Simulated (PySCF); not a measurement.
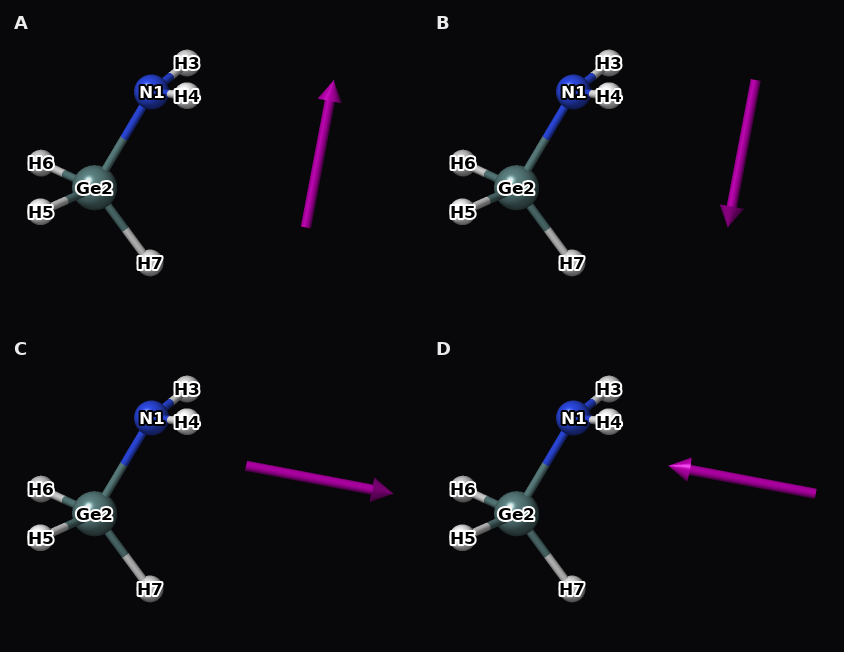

The same molecule four times, each with an arrow. Computed geometry: GFN2-xTB optimisation. No frequency run is at hand to confirm it as a minimum. Level of theory: CAM-B3LYP/def2-SVPD, gas phase (PySCF 2.14.0).

Question: Which arrow points along the dipole moment, from the negative to the positive end?

Answer: C. The dipole moment is 1.06 D; it points from the side of H5, H6 to the side of H3, H4, H7 (the outermost atoms at the two ends).

The geometry is semi-empirical. Around Ge such bond lengths and angles can be off by a tenth of an ångström or more and by several degrees, and values that hang on the shape move with them.
